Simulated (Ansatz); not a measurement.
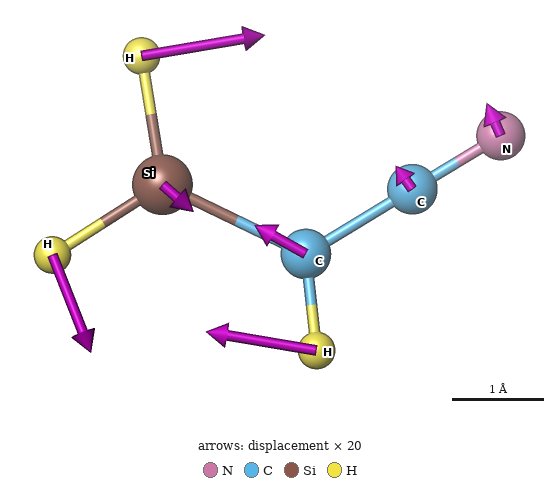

This is a relaxation of C$_{2}$H$_{3}$NSi. The starting structure is drawn; purple arrows show the displacements, magnified 20 times. The two geometries are superimposed by the best rigid fit.

Style: ball-and-stick. Shown face on.

Theory: RKS PBE0-D4/def2-TZVP (Ansatz 0.2.0).

Input file:
```yaml
crystal:
  periodic: [false, false, false]
  atoms:
    - {symbol: N, position_ang: [1.040800, -2.324240, 0.818660]}
    - {symbol: C, position_ang: [0.772110, -1.213270, 0.673270]}
    - {symbol: C, position_ang: [0.449820, 0.127850, 0.501960]}
    - {symbol: Si, position_ang: [-0.727820, 0.682600, -0.695040]}
    - {symbol: H, position_ang: [0.972040, 0.817010, 1.154190]}
    - {symbol: H, position_ang: [-1.045060, 2.095060, -0.851300]}
    - {symbol: H, position_ang: [-1.461890, -0.185010, -1.601740]}
basis:
  gaussian: {orbitals: def2-TZVP}
hamiltonian: {xc: pbe0, dispersion: d4}
relax: {f_tol: 0.005, max_steps: 200}
```

Command:
```bash
ansatz run in.yaml --threads 2 --pin off --events-out ev --progress --plain --max-ram 4352MiB
```

Question: Atoms of which element are displaced furthest, and by how much?

Answer: Hydrogen: up to 0.070 Å, against 0.033 Å for carbon.

Question: Describe the change and its energy.

Answer: H7 moves most after the best rigid fit: 0.070 Å. Largest moves by element: H 0.070 Å, C 0.033 Å, Si 0.023 Å, N 0.020 Å. Some distances before and after: C3–Si4 1.768 → 1.713 Å, Si4–H7 1.454 → 1.474 Å, Si4–H6 1.456 → 1.475 Å, C2–C3 1.390 → 1.405 Å. Among the angles between lasting bonds that change: H6–Si4–H7 113.7° → 117.2°, C3–Si4–H7 124.8° → 122.4°, Si4–C3–H5 121.9° → 119.9°. The energy falls by 1.68 kcal/mol in 5 accepted moves (6 points after the start). Largest force component: 1.3 eV/Å at the start, 0.0021 eV/Å at the end. The line search rejected the trial step at point 3 of the run. The run took 24 s on 2 threads of Arm Neoverse V1, on a shared host.
